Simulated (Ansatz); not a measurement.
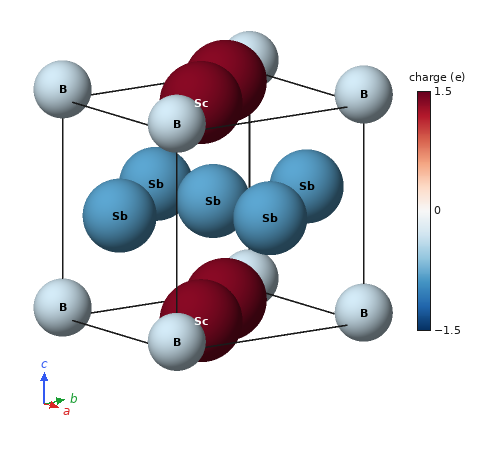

An orthographic spheres-only view of the structure, slightly off an axis. Lines trace the edges of the simulation cell. The atoms of this Sc2BSb3 cell are coloured by their Bader charge.

Electronic-structure method: DFT PBE, scalar-relativistic, plane waves, PAW (Ansatz). Parameters: a 420 eV plane-wave basis, k-points on a 6×6×8 grid, Gaussian smearing of 0.1 eV, no spin polarisation.

Q: What charges do the elements carry?

A: Most positive: Sc; most negative: Sb. Charges: about Sc +1.4 e; B -0.3 e; Sb -0.8 e.

The initial geometry was a random cell made by a generator, so it need not be a real form of the compound. Earlier steps of the study may have refined or changed the cell and positions. It went into a calculation with Ansatz.
